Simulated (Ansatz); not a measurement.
**Run report: Si3H8O3, geometry relaxation (part 1 of 3)**

- system: Si3H8O3
- method: RKS PBE/6-31G (Ansatz 0.2.0)

It belongs to a series of runs on one base structure; here: start relaxed. Figures and captions count atoms from 1; the log counts them from 0 in places.

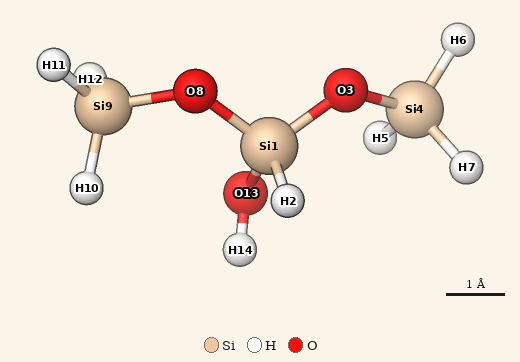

Figure 1. The structure as given in the input (ball-and-stick view, seen at a tilt; atoms are numbered from 1 in the order of the input). Bond lengths as drawn: H–O 1.01 Å, H–Si 1.46 Å and O–Si 1.68 Å.

Summary:

| quantity | value |
| --- | --- |
| outcome | converged |
| total energy | −29883.1118 eV |
| mean-field energy | −29883.1118 eV |
| largest force (length of the vector) at the end | 0.010 eV/Å |
| hardware | 1 thread of Arm Neoverse V2, 24 GiB of memory available, shared host |
| wall time | 3.3 min |
| peak memory | 0.14 GiB |

Input:
```yaml
crystal:
  periodic: [false, false, false]
  atoms:
    - { symbol: Si, position_ang: [0.0, 0.0, 0.0] }
    - { symbol: H, position_ang: [0.0, 0.0, 1.46] }
    - { symbol: O, position_ang: [1.5842, 0.0, -0.5594] }
    - { symbol: Si, position_ang: [2.4906, -1.3762, -0.8866] }
    - { symbol: H, position_ang: [1.6598, -2.3521, -1.5857] }
    - { symbol: H, position_ang: [3.6318, -1.0202, -1.7249] }
    - { symbol: H, position_ang: [2.9691, -1.9538, 0.366] }
    - { symbol: O, position_ang: [-0.7913, 1.3709, -0.5594] }
    - { symbol: Si, position_ang: [-2.4002, 1.4263, -1.0396] }
    - { symbol: H, position_ang: [-3.2124, 0.6421, -0.1138] }
    - { symbol: H, position_ang: [-2.862, 2.8114, -1.0378] }
    - { symbol: H, position_ang: [-2.5267, 0.8736, -2.385] }
    - { symbol: O, position_ang: [-0.7913, -1.3709, -0.5594] }
    - { symbol: H, position_ang: [-1.2459, -1.8365, 0.2129] }
basis:
  gaussian: { orbitals: "6-31G" }
hamiltonian:
  xc: pbe
relax:
  f_tol: 0.02
  max_steps: 40
```

Launch command:
```bash
ansatz run input.yaml --threads 1 --pin off --max-ram 2048MiB --backend cpu --events-out ev --progress --plain --runs-dir out
```

What the program printed:
```
The last accepted step is kept in [file] (removed where the run ends without a failure and the disk answers)
Engine: ansatz 0.2.0, aarch64-unknown-linux-gnu
Functional definition: PBE
  parameter kappa = 0.804
  parameter beta = 0.06672455060314922
  exchange = pbe_x(kappa = kappa, mu = beta*pi^2/3)
  correlation = pbe_c(beta = beta)
990 factors; integrals over basis functions are off by at most 1.6e-4 eV
mean field evaluation 1: about -29867.1660 eV, gradient 9.1e1 eV
mean field evaluation 2: about -29786.4622 eV, gradient 2.1e2 eV
mean field evaluation 4: about -29881.0842 eV, gradient 2.5e1 eV
mean field evaluation 8: about -29882.1974 eV, gradient 6.6e-1 eV
mean field evaluation 16: about -29882.1985 eV, gradient 7.1e-5 eV
mean field -29882.19846465 eV, -1098.1505386942 hartree, gradient 7.1e-5 eV, S^2 0.000000; 0 other end points of the search recorded, 0 dependent functions left out
the calculation of the forces begins
reference -29882.19851580 eV, -1098.1505405739 hartree; 37, 37 occupied and 45, 45 virtual orbitals, 990 factors
relax step   1: F+E_penalty+E_count = -29882.19846465 eV  Δ(F+E_penalty+E_count) = +0.000e0 eV  max|allowed force component| = 1.932e0 eV/Å  Δτ_max = 0.0000 Å  (25 SCF iters, accepted)
these checks for a lower state are left out or cut short: starts, cluster_reference, orbital_swaps, neighbouring_geometries, increment
990 factors; integrals over basis functions are off by at most 1.6e-4 eV
mean field -29882.70667575 eV, -1098.1692151078 hartree, gradient 1.9e-5 eV, S^2 0.000000; 0 other end points of the search recorded, 0 dependent functions left out
[... from here on the field's lines of each further geometry are left out, up to the last ...]
relax step   2: F+E_penalty+E_count = -29882.70667575 eV  Δ(F+E_penalty+E_count) = -5.082e-1 eV  max|allowed force component| = 8.345e-1 eV/Å  Δτ_max = 0.1537 Å  (27 SCF iters, accepted)
relax step   3: F+E_penalty+E_count = -29882.86492182 eV  Δ(F+E_penalty+E_count) = -1.582e-1 eV  max|allowed force component| = 2.797e-1 eV/Å  Δτ_max = 0.1948 Å  (27 SCF iters, accepted)
relax step   4: F+E_penalty+E_count = -29882.92345017 eV  Δ(F+E_penalty+E_count) = -5.853e-2 eV  max|allowed force component| = 3.705e-1 eV/Å  Δτ_max = 0.2000 Å  (28 SCF iters, accepted)
relax step   5: F+E_penalty+E_count = -29882.94579550 eV  Δ(F+E_penalty+E_count) = -2.235e-2 eV  max|allowed force component| = 3.887e-1 eV/Å  Δτ_max = 0.2000 Å  (27 SCF iters, accepted)
relax step   6: F+E_penalty+E_count = -29882.99548350 eV  Δ(F+E_penalty+E_count) = -4.969e-2 eV  max|allowed force component| = 1.530e-1 eV/Å  Δτ_max = 0.2000 Å  (28 SCF iters, accepted)
relax step   7: F+E_penalty+E_count = -29882.99568772 eV  Δ(F+E_penalty+E_count) = -2.042e-4 eV  max|allowed force component| = 9.558e-1 eV/Å  Δτ_max = 0.1960 Å  (28 SCF iters, accepted)
relax step   8: F+E_penalty+E_count = -29883.01648028 eV  Δ(F+E_penalty+E_count) = -2.079e-2 eV  max|allowed force component| = 2.119e-1 eV/Å  Δτ_max = 0.0384 Å  (29 SCF iters, accepted)
relax step   9: F+E_penalty+E_count = -29883.04488271 eV  Δ(F+E_penalty+E_count) = -2.840e-2 eV  max|allowed force component| = 8.927e-2 eV/Å  Δτ_max = 0.2000 Å  (26 SCF iters, accepted)
relax step  10: F+E_penalty+E_count = -29883.04138146 eV  Δ(F+E_penalty+E_count) = +3.501e-3 eV  max|allowed force component| = 9.969e-1 eV/Å  Δτ_max = 0.1951 Å  (28 SCF iters, rejected (line search))
relax step  11: F+E_penalty+E_count = -29883.05625395 eV  Δ(F+E_penalty+E_count) = -1.137e-2 eV  max|allowed force component| = 5.320e-2 eV/Å  Δτ_max = 0.0975 Å  (28 SCF iters, accepted)
relax step  12: F+E_penalty+E_count = -29883.06474434 eV  Δ(F+E_penalty+E_count) = -8.490e-3 eV  max|allowed force component| = 1.231e-1 eV/Å  Δτ_max = 0.0974 Å  (28 SCF iters, accepted)
relax step  13: F+E_penalty+E_count = -29883.06988924 eV  Δ(F+E_penalty+E_count) = -5.145e-3 eV  max|allowed force component| = 2.542e-1 eV/Å  Δτ_max = 0.1476 Å  (28 SCF iters, accepted)
relax step  14: F+E_penalty+E_count = -29883.07249136 eV  Δ(F+E_penalty+E_count) = -2.602e-3 eV  max|allowed force component| = 2.073e-1 eV/Å  Δτ_max = 0.0715 Å  (28 SCF iters, accepted)
relax step  15: F+E_penalty+E_count = -29883.08086520 eV  Δ(F+E_penalty+E_count) = -8.374e-3 eV  max|allowed force component| = 1.387e-1 eV/Å  Δτ_max = 0.1110 Å  (28 SCF iters, accepted)
relax step  16: F+E_penalty+E_count = -29883.08535708 eV  Δ(F+E_penalty+E_count) = -4.492e-3 eV  max|allowed force component| = 5.703e-2 eV/Å  Δτ_max = 0.1257 Å  (28 SCF iters, accepted)
relax step  17: F+E_penalty+E_count = -29883.08996198 eV  Δ(F+E_penalty+E_count) = -4.605e-3 eV  max|allowed force component| = 3.680e-2 eV/Å  Δτ_max = 0.0799 Å  (28 SCF iters, accepted)
relax step  18: F+E_penalty+E_count = -29883.04841251 eV  Δ(F+E_penalty+E_count) = +4.155e-2 eV  max|allowed force component| = 1.434e0 eV/Å  Δτ_max = 0.1983 Å  (28 SCF iters, rejected (line search))
relax step  19: F+E_penalty+E_count = -29883.09558690 eV  Δ(F+E_penalty+E_count) = -5.625e-3 eV  max|allowed force component| = 1.393e-1 eV/Å  Δτ_max = 0.0991 Å  (28 SCF iters, accepted)
relax step  20: F+E_penalty+E_count = -29883.08500534 eV  Δ(F+E_penalty+E_count) = +1.058e-2 eV  max|allowed force component| = 8.410e-1 eV/Å  Δτ_max = 0.0988 Å  (28 SCF iters, rejected (line search))
relax step  21: F+E_penalty+E_count = -29883.09914031 eV  Δ(F+E_penalty+E_count) = -3.553e-3 eV  max|allowed force component| = 1.094e-1 eV/Å  Δτ_max = 0.0494 Å  (28 SCF iters, accepted)
relax step  22: F+E_penalty+E_count = -29883.10096606 eV  Δ(F+E_penalty+E_count) = -1.826e-3 eV  max|allowed force component| = 2.392e-1 eV/Å  Δτ_max = 0.0482 Å  (28 SCF iters, accepted)
relax step  23: F+E_penalty+E_count = -29883.10324891 eV  Δ(F+E_penalty+E_count) = -2.283e-3 eV  max|allowed force component| = 1.453e-1 eV/Å  Δτ_max = 0.0750 Å  (28 SCF iters, accepted)
relax step  24: F+E_penalty+E_count = -29883.10560942 eV  Δ(F+E_penalty+E_count) = -2.361e-3 eV  max|allowed force component| = 1.048e-1 eV/Å  Δτ_max = 0.0751 Å  (28 SCF iters, accepted)
relax step  25: F+E_penalty+E_count = -29883.10642345 eV  Δ(F+E_penalty+E_count) = -8.140e-4 eV  max|allowed force component| = 3.050e-2 eV/Å  Δτ_max = 0.0189 Å  (29 SCF iters, accepted)
relax step  26: F+E_penalty+E_count = -29883.10669121 eV  Δ(F+E_penalty+E_count) = -2.678e-4 eV  max|allowed force component| = 4.052e-2 eV/Å  Δτ_max = 0.0384 Å  (29 SCF iters, accepted)
relax step  27: F+E_penalty+E_count = -29883.10718680 eV  Δ(F+E_penalty+E_count) = -4.956e-4 eV  max|allowed force component| = 6.449e-2 eV/Å  Δτ_max = 0.0586 Å  (29 SCF iters, accepted)
relax step  28: F+E_penalty+E_count = -29883.10761068 eV  Δ(F+E_penalty+E_count) = -4.239e-4 eV  max|allowed force component| = 5.350e-2 eV/Å  Δτ_max = 0.0516 Å  (28 SCF iters, accepted)
relax step  29: F+E_penalty+E_count = -29883.10829286 eV  Δ(F+E_penalty+E_count) = -6.822e-4 eV  max|allowed force component| = 4.194e-2 eV/Å  Δτ_max = 0.0320 Å  (29 SCF iters, accepted)
relax step  30: F+E_penalty+E_count = -29883.10903839 eV  Δ(F+E_penalty+E_count) = -7.455e-4 eV  max|allowed force component| = 5.870e-2 eV/Å  Δτ_max = 0.0477 Å  (29 SCF iters, accepted)
relax step  31: F+E_penalty+E_count = -29883.10981717 eV  Δ(F+E_penalty+E_count) = -7.788e-4 eV  max|allowed force component| = 4.241e-2 eV/Å  Δτ_max = 0.0761 Å  (28 SCF iters, accepted)
relax step  32: F+E_penalty+E_count = -29883.11019054 eV  Δ(F+E_penalty+E_count) = -3.734e-4 eV  max|allowed force component| = 4.485e-2 eV/Å  Δτ_max = 0.0325 Å  (29 SCF iters, accepted)
relax step  33: F+E_penalty+E_count = -29883.11061297 eV  Δ(F+E_penalty+E_count) = -4.224e-4 eV  max|allowed force component| = 3.516e-2 eV/Å  Δτ_max = 0.0421 Å  (28 SCF iters, accepted)
relax step  34: F+E_penalty+E_count = -29883.11099999 eV  Δ(F+E_penalty+E_count) = -3.870e-4 eV  max|allowed force component| = 3.848e-2 eV/Å  Δτ_max = 0.0602 Å  (28 SCF iters, accepted)
relax step  35: F+E_penalty+E_count = -29883.11127971 eV  Δ(F+E_penalty+E_count) = -2.797e-4 eV  max|allowed force component| = 3.023e-2 eV/Å  Δτ_max = 0.0388 Å  (28 SCF iters, accepted)
relax step  36: F+E_penalty+E_count = -29883.11147457 eV  Δ(F+E_penalty+E_count) = -1.949e-4 eV  max|allowed force component| = 2.396e-2 eV/Å  Δτ_max = 0.0264 Å  (22 SCF iters, accepted)
relax step  37: F+E_penalty+E_count = -29883.11166547 eV  Δ(F+E_penalty+E_count) = -1.909e-4 eV  max|allowed force component| = 1.645e-2 eV/Å  Δτ_max = 0.0338 Å  (29 SCF iters, accepted)
the calculation of the forces begins
reference -29883.11182229 eV, -1098.1841039684 hartree; 37, 37 occupied and 45, 45 virtual orbitals, 990 factors
relax step  38: F+E_penalty+E_count = -29883.11176956 eV  Δ(F+E_penalty+E_count) = -1.041e-4 eV  max|allowed force component| = 8.309e-3 eV/Å  Δτ_max = 0.0317 Å  (29 SCF iters, accepted)
990 factors; integrals over basis functions are off by at most 1.7e-4 eV
mean field evaluation 288: about -29883.1118 eV, gradient 7.7e-4 eV
```

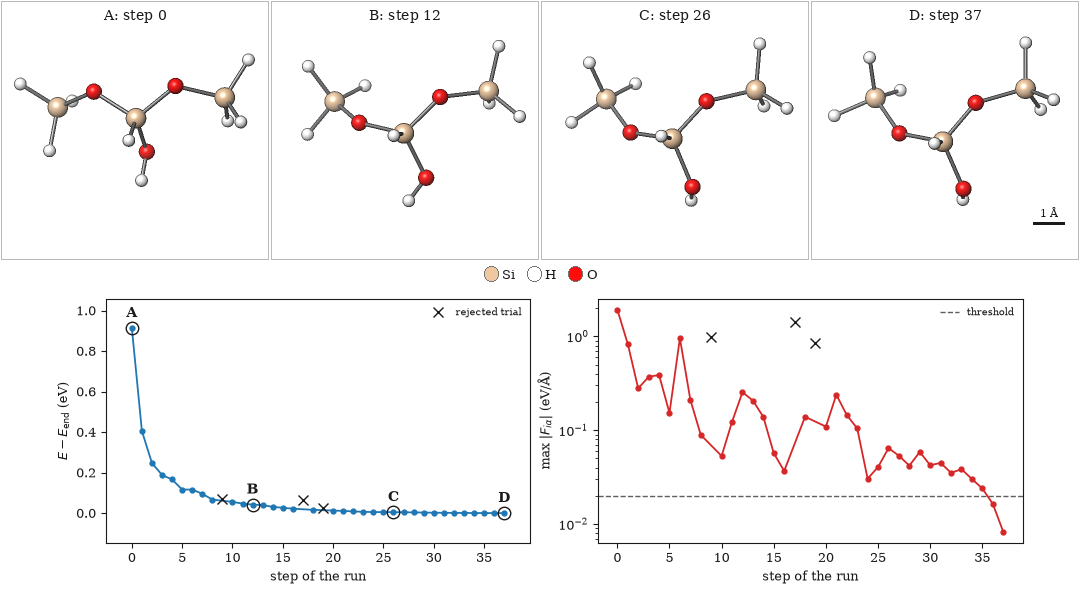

Figure 2. Frames of the relaxation (ball-and-stick view, seen at a tilt) above the curves, on which the letters mark them (the first geometry is step 0 here and step 1 in the log).

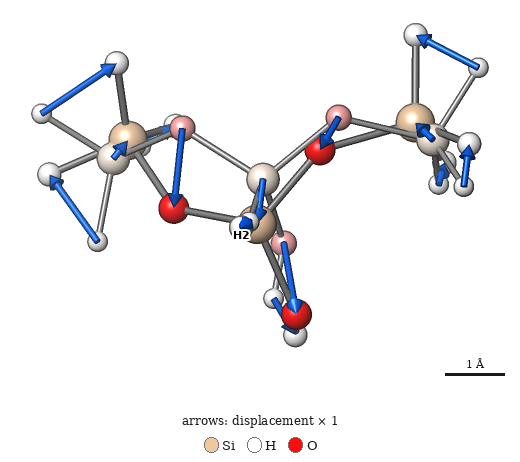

Figure 3. Start (faint) and end (solid) with the displacements as blue arrows, at true length (ball-and-stick view, seen at a tilt). The two geometries are laid on each other by the best rigid fit. The energy falls by 0.913 eV in 37 geometry steps. Largest force component: 1.9 eV/Å at the start, 0.0083 eV/Å at the end. The line search rejected the trial steps at points 9, 17, 19 (counted from 0) and went back. The atom that moves furthest after the best rigid fit is O13 (1.69 Å). By element the largest moves are O 1.69 Å, H 1.60 Å, Si 0.84 Å. Distances before and after: Si4–H5 1.460 → 1.517 Å, Si4–H6 1.460 → 1.511 Å, O3–Si4 1.680 → 1.727 Å, Si1–O13 1.679 → 1.725 Å. Among the angles that change: Si1–O3–Si4 125.0° → 146.9°, Si1–O8–Si9 125.0° → 142.6°, Si1–O13–H14 109.5° → 121.5°. (Atoms are counted from 1 in the order of the input.)

```
mean field -29883.11176956 eV, -1098.1841020306 hartree, gradient 2.1e-5 eV, S^2 0.000000; 1 other end points of the search recorded, 0 dependent functions left out
the calculation of the forces begins
reference -29883.11182229 eV, -1098.1841039684 hartree; 37, 37 occupied and 45, 45 virtual orbitals, 990 factors
Total energy: -29883.11182229 eV, -1098.1841039684 hartree
Atom 0 at    -0.276050    -0.313555     0.689476 Å, force    -0.004533    -0.002147    -0.000427 eV/Å
Atom 1 at     0.153423     0.330382     1.969163 Å, force     0.001266     0.000609     0.001278 eV/Å
Atom 2 at     0.971289    -0.255825    -0.470772 Å, force    -0.007582    -0.005221    -0.000869 eV/Å
Atom 3 at     2.265576    -1.095174    -1.246398 Å, force     0.006134     0.001437    -0.000275 eV/Å
Atom 4 at     1.748331    -2.317908    -1.981187 Å, force     0.001194     0.001444     0.002173 eV/Å
Atom 5 at     2.889613    -0.140327    -2.236746 Å, force     0.000354     0.001151    -0.000172 eV/Å
Atom 6 at     3.305865    -1.534567    -0.234309 Å, force    -0.003799    -0.000479    -0.001950 eV/Å
Atom 7 at    -1.624294     0.472397     0.010369 Å, force     0.007396    -0.003624     0.005579 eV/Å
Atom 8 at    -2.123763     1.415945    -1.353460 Å, force    -0.000475     0.002554    -0.000374 eV/Å
Atom 9 at    -3.583277     1.744822    -1.144144 Å, force     0.006729    -0.000467    -0.003335 eV/Å
Atom 10 at    -1.315332     2.694631    -1.451408 Å, force    -0.004885    -0.004878    -0.000967 eV/Å
Atom 11 at    -1.961387     0.631601    -2.642040 Å, force    -0.001485     0.003553     0.001893 eV/Å
Atom 12 at    -0.675108    -1.935843     1.118243 Å, force     0.001165     0.008309    -0.004468 eV/Å
Atom 13 at    -1.269187    -2.481979     0.560511 Å, force    -0.001479    -0.002240     0.001914 eV/Å
Dipole moment:     0.024148    -0.060084    -0.427195 e Å
```

Trajectory as extended XYZ (Å, eV, eV/Å), 34 of the 38 frames kept, from step=1 to step=38:
```
14
Properties=species:S:1:pos:R:3:forces:R:3 step=1 energy=-29882.19847
Si    0.0000    0.0000    0.0000    1.1416   1.8062   0.3126
H     0.0000    0.0000    1.4600   -0.0275   0.0076   1.0159
O     1.5842    0.0000   -0.5594   -0.5641   1.2011   0.1479
Si    2.4906   -1.3762   -0.8866    0.9195  -0.7863  -0.5875
H     1.6598   -2.3521   -1.5857   -0.4510  -0.7562  -0.4804
H     3.6318   -1.0202   -1.7249    0.7249   0.2961  -0.4801
H     2.9691   -1.9538    0.3660    0.3664  -0.4647   0.9245
O    -0.7913    1.3709   -0.5594    1.2385   0.3208   0.3826
Si   -2.4002    1.4263   -1.0396   -0.9714   0.3987  -0.6503
H    -3.2124    0.6421   -0.1138   -0.6946  -0.5755   0.6760
H    -2.8620    2.8114   -1.0378   -0.2329   0.8955   0.0466
H    -2.5267    0.8736   -2.3850   -0.2111  -0.3737  -0.9040
O    -0.7913   -1.3709   -0.5594   -1.4196  -1.9323   0.6986
H    -1.2459   -1.8365    0.2129    0.1813  -0.0375  -1.1023
14
Properties=species:S:1:pos:R:3:forces:R:3 step=2 energy=-29882.70668
Si   -0.0048   -0.0007    0.0585    0.5886   0.8213   0.2295
H     0.0109    0.0314    1.5556    0.0465   0.0868   0.2711
O     1.5763   -0.0381   -0.5554   -0.3687   0.3804   0.1064
Si    2.5559   -1.3980   -0.9263    0.4902  -0.5050  -0.2794
H     1.7641   -2.4346   -1.6629   -0.0862  -0.1943  -0.1674
H     3.7228   -0.9633   -1.7543    0.1476   0.1687  -0.1070
H     3.0585   -2.0075    0.3494    0.1191  -0.1269   0.2693
O    -0.8165    1.3607   -0.5416    0.4928   0.0625   0.1951
Si   -2.4410    1.4692   -1.0798   -0.6596   0.1343  -0.2978
H    -3.3263    0.6846   -0.1531   -0.2176  -0.1385   0.1714
H    -2.8681    2.9014   -1.0557    0.0232   0.2661   0.0102
H    -2.5939    0.9127   -2.4606   -0.0321  -0.0798  -0.2690
O    -0.8335   -1.4088   -0.4600   -0.6201  -0.8345   0.4286
H    -1.2987   -1.8942    0.2733    0.0764  -0.0411  -0.5609
```
